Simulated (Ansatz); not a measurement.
```xyz
11

O    -1.6191    0.7846   -0.5116
C    -0.5466    1.0933    0.3631
Si    0.4525   -0.4308    0.8843
P     1.1730   -1.6455   -0.8782
H    -1.2596    0.3309   -1.2793
H     0.1242    1.8512   -0.0671
H    -0.9936    1.5449    1.2537
H     1.6525   -0.0057    1.6572
H    -0.3715   -1.3425    1.7214
H    -0.1123   -1.7268   -1.4827
H     1.5659   -0.5106   -1.6402
```

Geometry: PBE0-D4/def2-TZVP.

Level of theory: RKS PBE0-D4/def2-TZVPP in Ansatz 0.2.0.

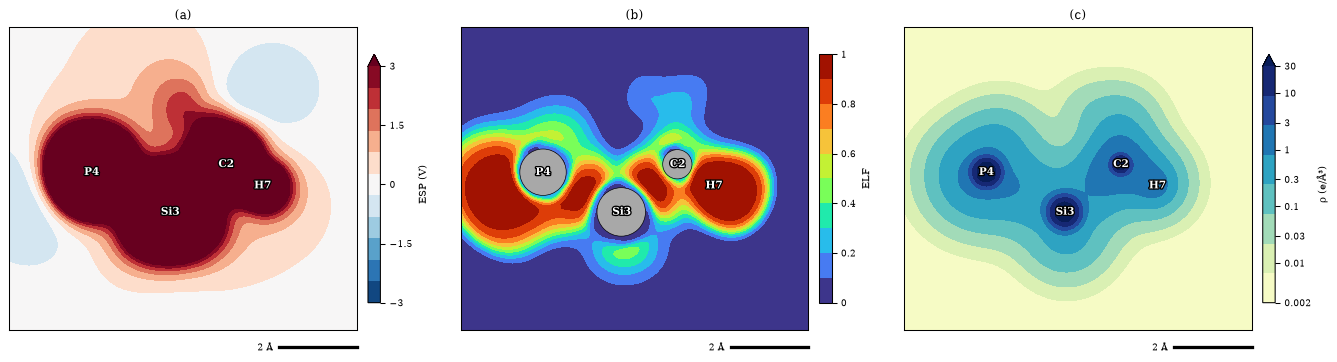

CH7OPSi (SMILES OC[SiH2]P). (a) molecular electrostatic potential; (b) electron localisation function; (c) electron density on the plane of atoms C2, Si3 and P4. Grey discs cover the atomic cores in the ELF map.

**Read the bonding off the picture.**

- The plane passes through C, Si, P and H nuclei.
- C–Si (1.90 Å): ρ at the midpoint is about 0.96 e/Å³; the ELF peaks at about 0.95 between the atoms, as expected for a shared electron pair.
- Si–P (2.26 Å): the density is about 0.72 e/Å³ at the midpoint, with its minimum of 0.65 e/Å³ about 0.8 Å from Si; the ELF peaks at about 0.95 between the atoms (a covalent bond).
- C–H (1.09 Å): ρ at the midpoint is about 2 e/Å³; the ELF climbs to about 1 towards the hydrogen, as it does in any bond to H; a covalent bond by its length.
- The ELF also peaks beside P4, away from the bonds: lone-pair regions.
- Outside the dense part of the molecule the potential is most negative (−0.8 V) near O1, which lies off the plane.
